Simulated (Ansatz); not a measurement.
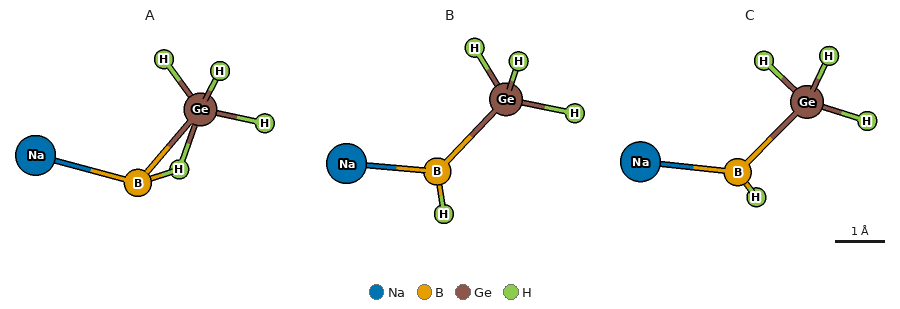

3 geometries from one relaxation of NaBGeH4, in shuffled order. Style: ball-and-stick. Shown at a tilt.

It is one of the separated reactants of a reaction.

These are results of RKS PBE-D4/def2-SVP (Ansatz 0.2.0), not measurements. (force threshold 0.03 eV/Å; at most 250 steps)

**Order the frames from highest to lowest energy.**

A, C, B. They are steps 0, 4, 10, at +74.6 kcal/mol, +4.58 kcal/mol relative to the last. An H atom moves most after the best rigid fit: 1.18 Å. By element the largest moves are H 1.18 Å, B 0.45 Å, Na 0.29 Å, Ge 0.24 Å. Near-neighbour distances that change, for instance: Ge–H 1.510 → 2.791 Å, B–H 1.564 → 1.229 Å, Ge–H 1.552 → 1.572 Å, B–Na 2.483 → 2.488 Å. Bonds break, among them: Ge–H (1.51 → 2.79 Å). Among the angles between lasting bonds that change: B–Ge–H 109.1° → 115.2°, B–Ge–H 109.5° → 104.0°. The energy falls by 74.6 kcal/mol in 10 geometry steps. The largest force component goes from 5.2 to 0.021 eV/Å.
